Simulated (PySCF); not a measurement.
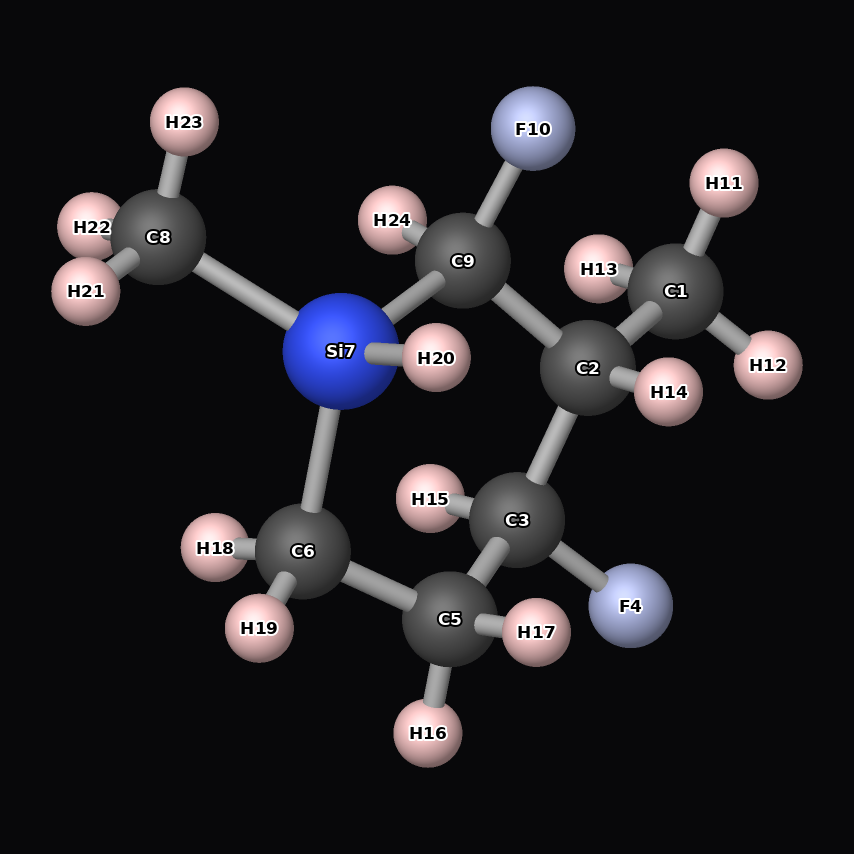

The thickness of each stick grows with its Mayer bond order. The computed structure is the end point of a GFN2-xTB optimisation. No frequency run is at hand to confirm it as a minimum. Computed with PBE0/pcSseg-1 (PySCF 2.14.0).

List the Mayer bond orders of C1–C2, C2–C3, C2–C9, C3–F4, C3–C5, C5–C6, C6–Si7, Si7–C8, Si7–C9, C9–F10 (bonds between heavy atoms, one of each equivalent set).

| bond | Mayer order | length (Å) |
| --- | --- | --- |
| C1–C2 | 1.03 | 1.530 |
| C2–C3 | 0.95 | 1.531 |
| C2–C9 | 0.98 | 1.528 |
| C3–F4 | 0.85 | 1.387 |
| C3–C5 | 1.02 | 1.526 |
| C5–C6 | 1.03 | 1.525 |
| C6–Si7 | 0.90 | 1.903 |
| Si7–C8 | 0.99 | 1.895 |
| Si7–C9 | 0.84 | 1.923 |
| C9–F10 | 0.81 | 1.394 |

The geometry is semi-empirical. Around Si such bond lengths and angles can be off by a tenth of an ångström or more and by several degrees, and values that hang on the shape move with them.
